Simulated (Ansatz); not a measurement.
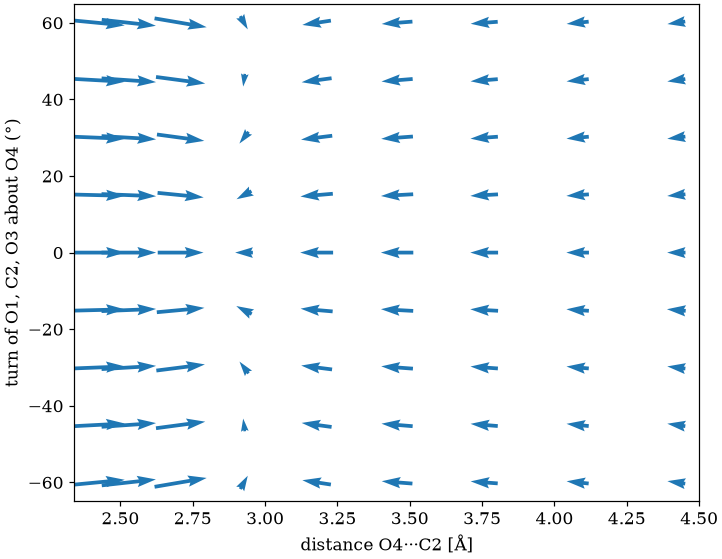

The pair CO₂···COS. 
- The turn is about an axis along (0.74, 0.67, 0.02) in the frame of the relaxed pair, normal to the line between the partners.
- The first coordinate is: distance O4···C2; the second: turn of O1, C2, O3 about O4.
- The grid has 9 × 9 points; 67 points were computed and 14 follow by symmetry.
- Points are written as (first, second).
- Method: RKS BHLYP-D4/def2-SVPD (Ansatz 0.2.0).

In the figure: arrows along the force (downhill), their lengths compressed.

### The arrows alone are given. Where is the energy lowest?

The arrows converge at about (2.881 Å, 0°) (read from the interpolated surface).

The energy map of the same scan:

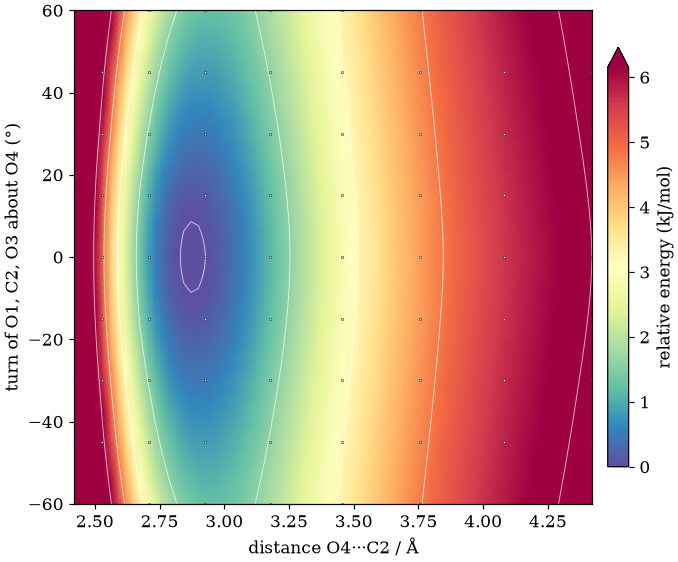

Energies are in kJ/mol, from the lowest grid point; between grid points the surface is interpolated.
